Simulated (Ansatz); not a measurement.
# NbRu3C: a trial structure relaxed

Aim: relax NbRu3C from this start, structure listed in a database for this formula (Pm-3m, No. 221), and see where it ends.

Program: Ansatz 0.2.0. Level of theory: DFT PBE, scalar-relativistic, plane waves, PAW. These are calculated values, not measurements.

## Step 1: The system as given

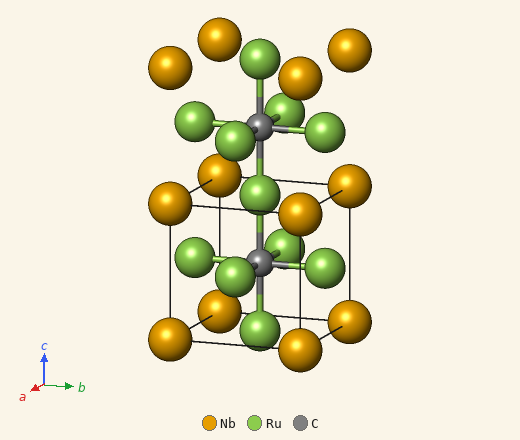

The starting structure, seen slightly off an axis (niobium amber, ruthenium green, carbon grey). 1×1×2 cells are drawn. Atoms on the faces are drawn again on the opposite ones.

As a file:

```
CELL_PARAMETERS angstrom
4.06514 0.00000 0.00000
0.00000 4.06514 0.00000
0.00000 0.00000 4.06514
ATOMIC_POSITIONS crystal
Nb 0.00000 0.00000 0.00000
Ru 0.00000 0.50000 0.50000
Ru 0.50000 0.00000 0.50000
Ru 0.50000 0.50000 0.00000
C 0.50000 0.50000 0.50000
```

## Step 2: Probe: one point at the start

Contents of input.yaml:

```yaml
crystal:
  lattice:
    - [4.065138, 0.0, 0.0]
    - [0.0, 4.065138, 0.0]
    - [0.0, 0.0, 4.065138]
  atoms:
    - { symbol: Nb, position: [0.0, 0.0, 0.0] }
    - { symbol: Ru, position: [0.0, 0.5, 0.5] }
    - { symbol: Ru, position: [0.5, 0.0, 0.5] }
    - { symbol: Ru, position: [0.5, 0.5, 0.0] }
    - { symbol: C, position: [0.5, 0.5, 0.5] }
basis:
  ecutwfc: 420
kpoints:
  mp_grid: { grid: [4, 4, 4] }
hamiltonian:
  xc: pbe
scf:
  occupations: { method: gaussian, width: 0.1 }
  lower_state_search: "off"
output:
  forces: true
  stress: true
  eigenvalues: true
```

The run is started by

```sh
ansatz run input.yaml --threads 1 --pin off --max-ram 2560MiB --backend cpu --events-out ev --progress --plain --runs-dir out
```

Standard output, shortened:

```text
Warning: RAYON_NUM_THREADS=1 ignored (pool sized by the plan → 1); use --threads N
[...]
Pseudopotentials: kind: paw
Pseudopotential: Nb, paw, valence charge 13, recommended cutoff 420 eV (normal), Nb.paw.azcp
Pseudopotential: Ru, paw, valence charge 16, recommended cutoff 420 eV (normal), Ru.paw.azcp
Pseudopotential: C, paw, valence charge 4, recommended cutoff 420 eV (normal), C.paw.azcp
Functional definition: PBE
[...]
Crystal: 5 atoms, lattice volume = 67.178 Å³
Basis set: ecut = 420 eV, 1357 PW (Γ), exchange–correlation on 60×60×60 points (8 copies of the dense FFT grid, shifted against one another)
Bands: 39, of which v1, the nominal top of the filled ones, is band 33 counted from 1 (32 counted from 0)
Symmetry: 48 space group operations
Space group: Pm-3m (ITA 221), of the structure as read, at distance tolerance 4.1e-5 Å
k-points: 10 of 64
[...]
SCF iter   1: F=—  HF=-22439.502990 eV  |F-HF|=—  |Δ(HF+E_count)|=         —  Δρ=1.28e-2  dr2=1.04e-1  ethr=1.77e-3  ⟨swp⟩=5.1  Hψ=1301  notcnv=0
[...]
SCF iter   6: F=-22439.496289 eV  HF=-22439.496289 eV  |F-HF|=5.33e-8  |Δ(HF+E_count)|=   5.53e-8  Δρ=9.28e-6  dr2=8.73e-8  ethr=1.54e-10  ⟨swp⟩=7.0  Hψ=1601  notcnv=0
[...]
SCF converged after 6 iterations
Free energy (F): -22439.496289 eV
[...]
E sigma→0 (E₀):  -22439.485660 eV
Entropy (-TS):   -0.021257 eV (-4.251 meV/atom)
Fermi energy:    20.670574 eV
[...]
--- Forces (eV/Å), atoms counted from 1 ---
  atom   1  Nb     0.00000000     0.00000000     0.00000000
  atom   2  Ru     0.00000000    -0.00000000     0.00000000
  atom   3  Ru     0.00000000    -0.00000000     0.00000000
  atom   4  Ru    -0.00000000    -0.00000000     0.00000000
  atom   5  C      0.00000000    -0.00000000     0.00000000
[...]
--- Stress (GPa, compression-positive) ---
       -3.412502       0.000000       0.000000
        0.000000      -3.412502       0.000000
        0.000000       0.000000      -3.412502
  P = ⅓ Tr σ = -3.4125 GPa (-34.125 kbar)
--- Band table (eV; the first three rows and the last of 10) ---
[...]
```

Run time: 1.7 s. Hardware: 1 thread of Intel Xeon at 2.70GHz, shared host; peak memory 0.35 GiB.

From the probe: pressure -3.4 GPa, largest force 0.00 eV/Å, gap on this mesh none (metal). By this gap the next run takes a mesh of 10×10×10.

## Step 3: The relaxation

Changes to input.yaml since step 2:

```diff
@@ -14,3 +14,3 @@
 kpoints:
-  mp_grid: { grid: [4, 4, 4] }
+  mp_grid: { grid: [10, 10, 10] }
 hamiltonian:
@@ -19,3 +19,2 @@
   occupations: { method: gaussian, width: 0.1 }
-  lower_state_search: "off"
 output:
@@ -24 +23,6 @@
   eigenvalues: true
+relax:
+  adjacent_minimum: "off"
+  f_tol: 0.01
+  max_steps: 80
+  cell: { stress_tol: 0.05 }
```

The run is started by

```sh
ansatz run input.yaml --threads 1 --pin off --max-ram 2560MiB --backend cpu --events-out ev --progress --plain --runs-dir out
```

Standard output:

```text
Warning: RAYON_NUM_THREADS=1 ignored (pool sized by the plan → 1); use --threads N
Engine: ansatz 0.2.0, x86_64-unknown-linux-gnu
[... 5 set-up lines as earlier in the session ...]
  parameter kappa = 0.804
  parameter beta = 0.06672455060314922
  exchange = pbe_x(kappa = kappa, mu = beta*pi^2/3)
  correlation = pbe_c(beta = beta)
Crystal: 5 atoms, lattice volume = 67.178 Å³
Basis set: ecut = 420 eV, 1357 PW (Γ), exchange–correlation on 60×60×60 points (8 copies of the dense FFT grid, shifted against one another)
Bands: 39, of which v1, the nominal top of the filled ones, is band 33 counted from 1 (32 counted from 0)
[... 2 set-up lines as earlier in the session ...]
k-points: 56 of 1000
Non-local potential: Nb, projectors of the file, l = 0: 3, l = 1: 2, l = 2: 2, l = 3: 1
Non-local potential: Ru, projectors of the file, l = 0: 3, l = 1: 2, l = 2: 2, l = 3: 1
Non-local potential: C, projectors of the file, l = 0: 2, l = 1: 2, l = 2: 1
PAW form: soft (Blöchl's): semilocal exchange-correlation on the pseudo side does not see the compensation charge
PAW one-centre angular grid: Nb, 590 points (default); XC on 64 Gauss nodes
PAW one-centre angular grid: Ru, 590 points (default); XC on 64 Gauss nodes
PAW one-centre angular grid: C, 110 points (default); XC on 64 Gauss nodes
Initial density: superposition of atomic densities (neutral atoms: chi_scale 0, normalization atom), corrected by the library's trained network
Initial wavefunctions: pseudopotential atomic-orbital guess
Functional: x = pbe(κ = 0.804, μ = 0.2195149727645171), c = pbe(β = 0.06672455060314922)
SCF iter   1: F=—  HF=-22439.491362 eV  |F-HF|=—  |Δ(HF+E_count)|=         —  Δρ=1.35e-2  dr2=1.27e-1  ethr=1.77e-3  ⟨swp⟩=5.1  Hψ=7110  notcnv=0
preconditioner: auto → Kerker (q_TF=auto, 2.713 Å⁻¹)  [metal: Δε(μ)=0.020 eV  Ē_g=5.304 eV  σ=0.100 eV  W_gap=0.11  n_scr=26 (ndim 8)  ℏωp=26.0 eV  f_vac=0.000  D(μ)=3.70/eV (n_scr^D=32)]
SCF iter   2: F=—  HF=-22439.485340 eV  |F-HF|=—  |Δ(HF+E_count)|=   6.02e-3  Δρ=6.47e-3  dr2=2.76e-2  ethr=1.96e-4  ⟨swp⟩=1.0  Hψ=2632  notcnv=0
SCF iter   3: F=—  HF=-22439.483710 eV  |F-HF|=—  |Δ(HF+E_count)|=   1.63e-3  Δρ=7.44e-4  dr2=3.02e-4  ethr=4.24e-5  ⟨swp⟩=1.5  Hψ=2180  notcnv=0
SCF iter   4: F=—  HF=-22439.483702 eV  |F-HF|=—  |Δ(HF+E_count)|=   8.14e-6  Δρ=2.19e-4  dr2=3.80e-5  ethr=4.65e-7  ⟨swp⟩=2.1  Hψ=3743  notcnv=0
SCF iter   5: F=—  HF=-22439.483723 eV  |F-HF|=—  |Δ(HF+E_count)|=   2.07e-5  Δρ=5.58e-5  dr2=1.37e-6  ethr=5.85e-8  ⟨swp⟩=2.0  Hψ=2741  notcnv=0
SCF iter   6: F=-22439.483723 eV  HF=-22439.483723 eV  |F-HF|=4.57e-8  |Δ(HF+E_count)|=   9.73e-8  Δρ=1.20e-5  dr2=9.52e-8  ethr=1.54e-10  ⟨swp⟩=7.7  Hψ=9233  notcnv=0
SCF 1 converged in 6 iterations: F = -22439.483723 eV  dr2 = 9.52e-8
relax step   1: F+E_penalty+E_count = -22439.48372287 eV  Δ(F+E_penalty+E_count) = +0.000e0 eV  max|allowed force component| = 5.412e-29 eV/Å  Δτ_max = 0.0000 Å  P = -3.298 GPa  Ω = 67.178 Å³  (6 SCF iters, dr2 threshold 1.00e-7 eV, accepted)
Crystal: 5 atoms, lattice volume = 65.913 Å³
Basis set: ecut = 420 eV, 1309 PW (Γ), exchange–correlation on 60×60×60 points (8 copies of the dense FFT grid, shifted against one another)
Initial density: handed on by an earlier stage of this run
Initial wavefunctions: those handed on with the density
iter 1 solved again at ethr=4.75e-5 eV; its pass at ethr=3.10e-3 eV (dr2=3.08e-2 eV) is discarded
SCF iter   1: F=—  HF=-22439.493674 eV  |F-HF|=—  |Δ(HF+E_count)|=         —  Δρ=5.32e-3  dr2=2.93e-2  ethr=4.75e-5  ⟨swp⟩=1.0  Hψ=9537  notcnv=0
preconditioner: auto → Kerker (q_TF=auto, 2.722 Å⁻¹)  [metal: Δε(μ)=0.014 eV  Ē_g=5.403 eV  σ=0.100 eV  W_gap=0.08  n_scr=26 (ndim 8)  ℏωp=26.3 eV  f_vac=0.000  D(μ)=4.01/eV (n_scr^D=32)]
SCF iter   2: F=—  HF=-22439.490906 eV  |F-HF|=—  |Δ(HF+E_count)|=   2.77e-3  Δρ=2.22e-3  dr2=5.28e-3  ethr=4.51e-5  ⟨swp⟩=1.6  Hψ=2224  notcnv=0
SCF iter   3: F=—  HF=-22439.490272 eV  |F-HF|=—  |Δ(HF+E_count)|=   6.34e-4  Δρ=3.29e-4  dr2=6.15e-5  ethr=8.12e-6  ⟨swp⟩=2.0  Hψ=2443  notcnv=0
SCF iter   4: F=—  HF=-22439.490280 eV  |F-HF|=—  |Δ(HF+E_count)|=   8.19e-6  Δρ=6.74e-5  dr2=2.26e-6  ethr=9.46e-8  ⟨swp⟩=2.0  Hψ=3835  notcnv=0
iter 5 did not close the SCF: its close was put off for the readings that it lacked (scf_convergence_deferred on its scf_iter line)
SCF iter   5: F=-22439.490280 eV  HF=-22439.490280 eV  |F-HF|=1.75e-7  |Δ(HF+E_count)|=   1.30e-7  Δρ=2.03e-5  dr2=3.28e-7  ethr=3.48e-9  ⟨swp⟩=2.0  Hψ=2622  notcnv=0
SCF iter   6: F=-22439.490280 eV  HF=-22439.490280 eV  |F-HF|=3.54e-9  |Δ(HF+E_count)|=   1.82e-8  Δρ=4.52e-6  dr2=1.23e-8  ethr=5.04e-10  ⟨swp⟩=2.6  Hψ=6558  notcnv=0
SCF 2 converged in 6 iterations: F = -22439.490280 eV  dr2 = 1.23e-8
relax step   2: F+E_penalty+E_count = -22439.49027993 eV  Δ(F+E_penalty+E_count) = -6.557e-3 eV  max|allowed force component| = 1.430e-29 eV/Å  Δτ_max = 0.0000 Å  P = +2.024 GPa  Ω = 65.913 Å³  energy of the carried Pulay correction = +1.159e-3 eV  (6 SCF iters, dr2 threshold 5.00e-7 eV, accepted)
Crystal: 5 atoms, lattice volume = 66.388 Å³
iter 1 solved again at ethr=6.69e-6 eV; its pass at ethr=3.10e-3 eV (dr2=4.35e-3 eV) is discarded
SCF iter   1: F=—  HF=-22439.493243 eV  |F-HF|=—  |Δ(HF+E_count)|=         —  Δρ=2.03e-3  dr2=4.33e-3  ethr=6.69e-6  ⟨swp⟩=2.5  Hψ=8508  notcnv=0
preconditioner: auto → Kerker (q_TF=auto, 2.719 Å⁻¹)  [metal: Δε(μ)=0.010 eV  Ē_g=5.361 eV  σ=0.100 eV  W_gap=0.06  n_scr=26 (ndim 8)  ℏωp=26.2 eV  f_vac=0.000  D(μ)=3.92/eV (n_scr^D=32)]
SCF iter   2: F=—  HF=-22439.492841 eV  |F-HF|=—  |Δ(HF+E_count)|=   4.02e-4  Δρ=8.44e-4  dr2=7.80e-4  ethr=6.66e-6  ⟨swp⟩=1.4  Hψ=2213  notcnv=0
SCF iter   3: F=—  HF=-22439.492747 eV  |F-HF|=—  |Δ(HF+E_count)|=   9.42e-5  Δρ=1.26e-4  dr2=8.77e-6  ethr=1.20e-6  ⟨swp⟩=1.9  Hψ=2377  notcnv=0
SCF iter   4: F=—  HF=-22439.492763 eV  |F-HF|=—  |Δ(HF+E_count)|=   1.62e-5  Δρ=2.23e-5  dr2=2.53e-7  ethr=1.35e-8  ⟨swp⟩=2.1  Hψ=3064  notcnv=0
iter 5 did not close the SCF: its close was put off for the readings that it lacked (scf_convergence_deferred on its scf_iter line)
SCF iter   5: F=-22439.492763 eV  HF=-22439.492763 eV  |F-HF|=1.64e-8  |Δ(HF+E_count)|=   7.24e-9  Δρ=7.20e-6  dr2=3.73e-8  ethr=3.89e-10  ⟨swp⟩=2.1  Hψ=2900  notcnv=0
SCF iter   6: F=-22439.492763 eV  HF=-22439.492763 eV  |F-HF|=3.75e-10  |Δ(HF+E_count)|=   1.36e-9  Δρ=1.42e-6  dr2=1.47e-9  ethr=5.74e-11  ⟨swp⟩=2.0  Hψ=6440  notcnv=0
SCF 3 converged in 6 iterations: F = -22439.492763 eV  dr2 = 1.47e-9
relax step   3: F+E_penalty+E_count = -22439.49276268 eV  Δ(F+E_penalty+E_count) = -2.483e-3 eV  max|allowed force component| = 1.395e-29 eV/Å  Δτ_max = 0.0000 Å  P = -0.043 GPa  Ω = 66.388 Å³  energy of the carried Pulay correction = +7.208e-4 eV  (6 SCF iters, dr2 threshold 5.00e-7 eV, accepted)
Initial wavefunctions: pseudopotential atomic-orbital guess (no wavefunctions were taken with the density)
iter 1 solved again at ethr=1.82e-7 eV; its pass at ethr=3.10e-3 eV (dr2=1.18e-4 eV) is discarded
SCF iter   1: F=—  HF=-22439.492069 eV  |F-HF|=—  |Δ(HF+E_count)|=         —  Δρ=4.20e-5  dr2=2.40e-7  ethr=1.82e-7  ⟨swp⟩=3.0  Hψ=13366  notcnv=0
preconditioner: auto → Kerker (q_TF=auto, 2.719 Å⁻¹)  [metal: Δε(μ)=0.016 eV  Ē_g=5.358 eV  σ=0.100 eV  W_gap=0.09  n_scr=26 (ndim 8)  ℏωp=26.2 eV  f_vac=0.000  D(μ)=3.97/eV (n_scr^D=32)]
SCF iter   2: F=—  HF=-22439.492086 eV  |F-HF|=—  |Δ(HF+E_count)|=   1.68e-5  Δρ=2.11e-5  dr2=4.33e-8  ethr=3.69e-10  ⟨swp⟩=2.0  Hψ=3758  notcnv=0
SCF iter   3: F=—  HF=-22439.492086 eV  |F-HF|=—  |Δ(HF+E_count)|=   3.53e-8  Δρ=4.02e-6  dr2=1.65e-9  ethr=6.66e-11  ⟨swp⟩=2.8  Hψ=4093  notcnv=0
SCF iter   4: F=—  HF=-22439.492086 eV  |F-HF|=—  |Δ(HF+E_count)|=   1.65e-9  Δρ=3.23e-7  dr2=6.36e-11  ethr=2.54e-12  ⟨swp⟩=2.6  Hψ=3719  notcnv=0
iter 5 did not close the SCF: its close was put off for the readings that it lacked (scf_convergence_deferred on its scf_iter line)
SCF iter   5: F=-22439.492086 eV  HF=-22439.492086 eV  |F-HF|=3.64e-12  |Δ(HF+E_count)|=  3.64e-12  Δρ=8.32e-8  dr2=5.40e-12  ethr=1.00e-12  ⟨swp⟩=1.0  Hψ=2184  notcnv=0
iter 6 did not close the SCF: its close was put off for the readings that it lacked (scf_convergence_deferred on its scf_iter line)
SCF iter   6: F=-22439.492086 eV  HF=-22439.492086 eV  |F-HF|=1.09e-11  |Δ(HF+E_count)|=  3.64e-12  Δρ=2.35e-8  dr2=4.13e-13  ethr=1.00e-12  ⟨swp⟩=1.0  Hψ=2184  notcnv=0
iter 7 did not close the SCF: its close was put off for the readings that it lacked (scf_convergence_deferred on its scf_iter line)
SCF iter   7: F=-22439.492086 eV  HF=-22439.492086 eV  |F-HF|=0.00e0  |Δ(HF+E_count)|=  7.28e-12  Δρ=3.93e-9  dr2=5.68e-15  ethr=1.00e-12  ⟨swp⟩=1.0  Hψ=2184  notcnv=0
iter 8 did not close the SCF: its close was put off for the readings that it lacked (scf_convergence_deferred on its scf_iter line)
SCF iter   8: F=-22439.492086 eV  HF=-22439.492086 eV  |F-HF|=7.28e-12  |Δ(HF+E_count)|=    0.00e0  Δρ=1.25e-9  dr2=8.94e-16  ethr=1.00e-12  ⟨swp⟩=1.0  Hψ=2184  notcnv=0
SCF iter   9: F=-22439.492086 eV  HF=-22439.492086 eV  |F-HF|=0.00e0  |Δ(HF+E_count)|=    0.00e0  Δρ=3.54e-10  dr2=1.13e-16  ethr=1.00e-12  ⟨swp⟩=1.4  Hψ=4682  notcnv=0
SCF 4 converged in 9 iterations: F = -22439.492086 eV  dr2 = 1.13e-16
relax step   4: F+E_penalty+E_count = -22439.49208617 eV  Δ(F+E_penalty+E_count) = +6.765e-4 eV  max|allowed force component| = 3.723e-29 eV/Å  Δτ_max = 0.0000 Å  P = -0.047 GPa  Ω = 66.388 Å³  stress off target by 4.71e-2 GPa  SCF on the basis re-selected at this cell (its energy is not comparable with the rows above)  (9 SCF iters)
basis re-selected at this cell: Δ(F+E_penalty+E_count) = +6.765e-4 eV, ΔP = -0.005 GPa vs the last step (what re-selecting the basis moved, of the pressure what is left beyond the Pulay correction that the steps carried, after the strain that the cell walked since its last selection, with what the two solves' SCF thresholds leave and, on support functions, any second-order correction that the steps lacked; it is no measure of the basis error at this ecutwfc). This SCF's stress stands 4.71e-2 GPa from its target on what of the cell is left free (relax.cell.stress_tol is 5.00e-2 GPa) and its largest allowed force component is 3.72e-29 eV/Å (relax.f_tol is 1.00e-2 eV/Å): within both
SCF converged after 9 iterations
Free energy (F): -22439.492086 eV
Harris-Foulkes:  -22439.492086 eV  (|F-HF|=0.00e0)
Internal energy: -22439.472250 eV  (E = F + TS)
E sigma→0 (E₀):  -22439.482168 eV
Entropy (-TS):   -0.019836 eV (-3.967 meV/atom)
Fermi energy:    20.986883 eV
--- Per-component energies (eV) ---
  E_band       = -300.753306
  E_kinetic    = 2025.996110
  E_local      = -5038.693273  (includes V_loc(G=0)·N_el)
  E_nonlocal   = 1176.000355
  E_hartree    = 1652.562517
  E_xc         = -795.479813
  E_vxc        = -990.543450  (∫ρ·V_xc dr)
  E_paw        = -13554.525905  (= ΣΔE_a)
  E_vpaw       = -778.637571  (= ΣTr[D̂ρ^β])
  E_aug_tail   = -0.000511  (compensation charges beyond the density's cutoff)
  E_ewald      = -7905.331730
  E_smearing   = -0.019836  (= −TS)
  E_closure    = -0.000000  (closes the sum)
  Σ components = -22439.492086   (vs F -22439.492086, Δ=0.00e0)
--- Forces (eV/Å), atoms counted from 1 ---
  atom   1  Nb     0.00000000     0.00000000     0.00000000
  atom   2  Ru     0.00000000    -0.00000000     0.00000000
  atom   3  Ru     0.00000000     0.00000000    -0.00000000
  atom   4  Ru     0.00000000     0.00000000    -0.00000000
  atom   5  C      0.00000000     0.00000000    -0.00000000
  max |Σ_I F_I| component: 5.54e-29 eV/Å
--- Stress (GPa, compression-positive) ---
       -0.047149       0.000000      -0.000000
        0.000000      -0.047149      -0.000000
       -0.000000      -0.000000      -0.047149
  P = ⅓ Tr σ = -0.0471 GPa (-0.471 kbar)
--- Band table (eV; the first three rows and the last of 56) ---
  k-point 0: bands = ["-52.3109", "-52.2261", "-52.2261", "-35.0579", "-22.7378", "-22.7378", "-22.7378", "-22.0759", "-22.0759", "-22.0759", "-22.0751", "-22.0751", "-22.0751", "-11.0617", "-11.0617", "-11.0617", "6.3197", "13.9965", "15.3197", "15.3197", "15.3604", "15.3604", "15.3604", "17.7086", "17.7086", "17.7086", "18.3750", "18.3750", "18.3750", "19.5804", "19.5804", "21.6001", "21.6429", "21.6429", "21.6429", "22.8280", "22.8280", "23.9226", "23.9226"]
  k-point 1: bands = ["-52.3090", "-52.2280", "-52.2261", "-35.0579", "-22.7347", "-22.7347", "-22.7324", "-22.0811", "-22.0788", "-22.0788", "-22.0764", "-22.0753", "-22.0753", "-11.0661", "-11.0626", "-11.0626", "6.3989", "14.1021", "15.3852", "15.3852", "15.3935", "15.4103", "15.4126", "17.0712", "17.6238", "17.6238", "18.2883", "18.4889", "18.4889", "19.5925", "19.8786", "21.4965", "21.6432", "21.6593", "21.6593", "22.7625", "22.8093", "23.4650", "23.4650"]
  k-point 2: bands = ["-52.3038", "-52.2333", "-52.2261", "-35.0581", "-22.7266", "-22.7266", "-22.7177", "-22.0971", "-22.0874", "-22.0874", "-22.0778", "-22.0748", "-22.0748", "-11.0777", "-11.0652", "-11.0652", "6.6199", "14.3925", "15.4496", "15.4496", "15.5551", "15.5813", "15.6779", "15.9641", "17.4747", "17.4747", "18.0489", "18.7312", "18.7312", "19.6201", "20.0078", "21.1874", "21.6440", "21.7100", "21.7100", "22.6045", "22.6045", "22.6055", "22.6569"]
  k-point 55: bands = ["-52.2542", "-52.2542", "-52.2542", "-35.0559", "-23.0682", "-22.4709", "-22.4709", "-22.2850", "-22.2850", "-22.2850", "-21.9451", "-21.9451", "-21.9451", "-11.0766", "-11.0766", "-11.0766", "9.8755", "12.3436", "12.3436", "12.3436", "15.6184", "16.7089", "16.7089", "16.7089", "18.0382", "18.0382", "18.0382", "18.8761", "18.8761", "21.1854", "21.1854", "21.1854", "21.3997", "21.3997", "21.3997", "22.1610", "22.1610", "22.1610", "23.2345"]
--- Relaxed structure (3 steps of the walk, 3 accepted, 1 SCFs on fresh bases) ---
  F+E_penalty+E_count = -22439.49208617 eV   max|allowed force component| = 3.723e-29 eV/Å   (the final SCF, on the basis selected at the relaxed cell)
  cell:  # Å, volume = 66.3882 Å³
    - [4.049148635146735, -3.851859888774472e-34, 6.419766481290785e-35]
    - [-3.851859888774472e-34, 4.049148635146735, -8.024708101613481e-36]
    - [-6.419766481290785e-35, -8.024708101613481e-36, 4.049148635146735]
  atoms:
    - { symbol: Nb, position: [6.168846618255036e-38, -1.9277645689957835e-38, 4.6266349670800375e-39] }
    - { symbol: Ru, position: [-6.939952453583123e-38, 0.5, 0.5] }
    - { symbol: Ru, position: [0.5, 7.711058274951253e-39, 0.5] }
    - { symbol: Ru, position: [0.5, 0.5, -3.084423309890763e-39] }
    - { symbol: C, position: [0.5, 0.5, 0.5] }
```

It took 30 s on 1 thread of Intel Xeon at 2.70GHz, shared host; peak memory 0.45 GiB.

Relaxation path:

```csv
step,E - E(step 1) (eV/cell),largest force component (eV/Å),pressure (GPa),volume (Å³)
1,0.0000,0.0000,-3.30,67.18
2,-0.0066,0.0000,2.02,65.91
3,-0.0090,0.0000,-0.04,66.39
4,-0.0084,0.0000,-0.05,66.39
```

Step 1 is the start. Step 4 repeats the geometry before it on a plane-wave basis chosen anew for that cell, so its energy need not be comparable with the rows above.

|  | before | after | change |
| --- | --- | --- | --- |
| a (Å) | 4.065 | 4.049 | -0.4 % |
| b (Å) | 4.065 | 4.049 | -0.4 % |
| c (Å) | 4.065 | 4.049 | -0.4 % |
| volume (Å³/atom) | 13.44 | 13.28 | -1.2 % |
| shortest distance (Å) | 2.033 | 2.025 | -0.4 % |
| space group (0.01 Å) | Pm-3m | Pm-3m | same |

Forces and stress were held to the start's 48 operations: a distortion of lower symmetry was not tested.

## Step 4: Results

Formation energies count from the elements, computed with the same settings in runs not shown here.

```
                          quantity                                                                      value
                              cell  a = 4.049 Å, b = 4.049 Å, c = 4.049 Å, α = 90.00°, β = 90.00°, γ = 90.00°
                       space group                                                            Pm-3m (No. 221)
                            volume                                                              13.28 Å³/atom
                   gap on the mesh                                                               none (metal)
formation energy from the elements                                                             -0.037 eV/atom
```

What this shows: The space group stayed Pm-3m, and from the first guess the volume went from 13.44 to 13.28 Å³/atom. With -0.04 eV/atom it lies under the elements, which doesn't yet make it stable against other compounds of them.
